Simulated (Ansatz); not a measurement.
# CHFO (formyl fluoride): BCCD(T)/STO-3G

Aim: the vertical ionisation energy of CHFO (formyl fluoride) at BCCD(T)/STO-3G, from 2 runs. 

The results are computed with Ansatz 0.2.0.

73 further runs of the same task are left out: 73 set aside as unsound or not needed.

## Step 1: The structure to begin with

CHFO: 4 atoms, total charge 0, spin state singlet. SMILES: `O=CF`. The coordinates come from a GFN2-xTB relaxation.

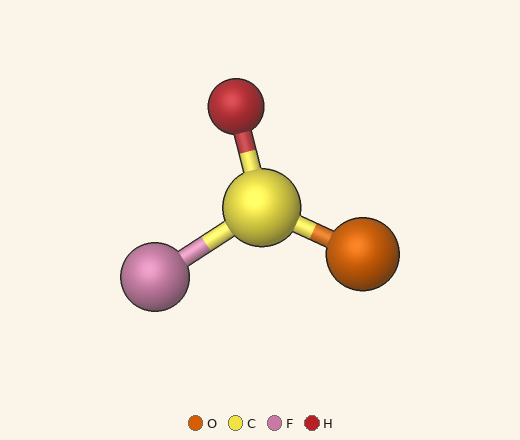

The structure, seen from a chosen angle (oxygen orange, carbon yellow, fluorine pink, hydrogen red).

## Step 2: The energy at BCCD(T)/STO-3G

Input file in.yaml:

```yaml
crystal:
  periodic: [false, false, false]
  atoms:
    - {symbol: O, position_ang: [-0.889680, 0.196020, 0.829980]}
    - {symbol: C, position_ang: [-0.049740, 0.073340, 0.022930]}
    - {symbol: F, position_ang: [0.584370, -1.090860, -0.181350]}
    - {symbol: H, position_ang: [0.355050, 0.821510, -0.671560]}
basis:
  gaussian:
    orbitals: STO-3G
scf:
  omitted_lower_state_checks: [cluster_reference, increment]
accuracy: high
correlation:
  method: bccd_t
  frozen_orbitals: {C: 1, F: 1, H: 0, O: 1}
```

The run is started by

```console
$ ansatz run in.yaml --threads 1 --pin off --max-ram 2610MiB --events-out events.jsonl --progress --plain --runs-dir runs
```

Standard output, shortened:

```text
Warning: RAYON_NUM_THREADS=1 ignored (pool sized by the plan → 1); use --threads N
Functional definition: HF
  name "HF"
[...]
273 factors; integrals over basis functions are off by at most 3.4e-8 eV
[...]
mean field -5709.67407563 eV, -209.8266521235 hartree, gradient 1.5e-8 eV, S^2 0.000000; 0 other end points of the search recorded, 0 dependent functions left out; unrestricted orbitals would lower it
3 core orbitals not correlated: weight in the atoms' cores, before any rotation towards them, 1.000 or more for the frozen orbitals, at most 0.000 for the correlated occupied ones
reference -5709.67407563 eV, -209.8266521235 hartree; 9, 9 occupied and 4, 4 virtual orbitals, 273 factors
second order -3.56680892 eV of doubles, -0.00000000 eV of singles
cycle   1  -3.84631717 eV  change   -2.8e-1 eV  update   7.9e-2
[...]
cycle  21  -4.10995034 eV  change   -1.2e-9 eV  update  4.8e-10
perturbative correction -0.20228561 eV, -0.0074338592 hartree
Total energy: -5713.98631158 eV, -209.9851238717 hartree
Checks for a lower state left out: cluster_reference, increment
```

It took 0.18 s on 1 thread of Arm Neoverse V1, shared host.

## Step 3: The doublet cation, same level

Input file input.yaml:

```yaml
crystal:
  periodic: [false, false, false]
  atoms:
    - {symbol: O, position_ang: [-0.889680, 0.196020, 0.829980]}
    - {symbol: C, position_ang: [-0.049740, 0.073340, 0.022930]}
    - {symbol: F, position_ang: [0.584370, -1.090860, -0.181350]}
    - {symbol: H, position_ang: [0.355050, 0.821510, -0.671560]}
basis:
  gaussian: {orbitals: STO-3G}
total_charge: 1
magnetization: {spin_polarized: true, initial_magnetization: 1}
correlation: {method: bccd_t, frozen_orbitals: {C: 1, F: 1, H: 0, O: 1}}
accuracy: high
scf: {omitted_lower_state_checks: [cluster_reference, increment]}
```

The run is started by

```console
$ ansatz run input.yaml --threads 1 --pin off --max-ram 2610MiB --events-out events.jsonl --progress --plain --runs-dir runs
```

Standard output, shortened:

```text
Warning: RAYON_NUM_THREADS=1 ignored (pool sized by the plan → 1); use --threads N
[... 2 set-up lines as earlier in the session ...]
[...]
273 factors; integrals over basis functions are off by at most 3.4e-8 eV
[...]
mean field -5701.23782006 eV, -209.5166254494 hartree, gradient 2.9e-8 eV, S^2 0.796619; 3 other end points of the search recorded, 0 dependent functions left out
3 core orbitals not correlated: weight in the atoms' cores, before any rotation towards them, 1.000 or more for the frozen orbitals, at most 0.000 for the correlated occupied ones
reference -5701.23782006 eV, -209.5166254494 hartree; 9, 8 occupied and 4, 5 virtual orbitals, 273 factors
second order -3.07635769 eV of doubles, -0.00000000 eV of singles
cycle   1  -3.45815097 eV  change   -3.8e-1 eV  update   9.6e-2
[...]
cycle  32  -3.86155431 eV  change  -6.3e-10 eV  update   1.8e-9
perturbative correction -0.23038328 eV, -0.0084664296 hartree
Total energy: -5705.32975766 eV, -209.6670013826 hartree
Checks for a lower state left out: cluster_reference, increment
```

Wall time 0.43 s (1 thread of Arm Neoverse V1, shared host).

## Step 4: Results

At BCCD(T)/STO-3G, 3 core orbitals frozen:

| quantity | value |
| --- | --- |
| singlet CHFO: total energy | -209.98512 Eh |
| singlet CHFO: correlation energy (3 core orbitals frozen) | -158.5 mEh |
| singlet CHFO: (T) correction | -7.43 mEh |
| doublet cation: total energy | -209.66700 Eh |
| doublet cation: correlation energy (3 core orbitals frozen) | -150.4 mEh |
| doublet cation: (T) correction | -8.47 mEh |
| doublet cation: ⟨S²⟩ of the reference determinant | 0.797 |
| vertical ionisation energy (to the doublet cation) | 8.657 eV |

The vertical ionisation energy comes to 8.66 eV (835 kJ/mol). In a minimal basis such a difference can be off by several eV, whatever the method. The restricted solution (singlet CHFO) is unstable to spin breaking: an unrestricted one lies lower. The triples (singlet CHFO) make up 4.7 % of the correlation energy. The triples (doublet cation) make up 5.6 % of the correlation energy.
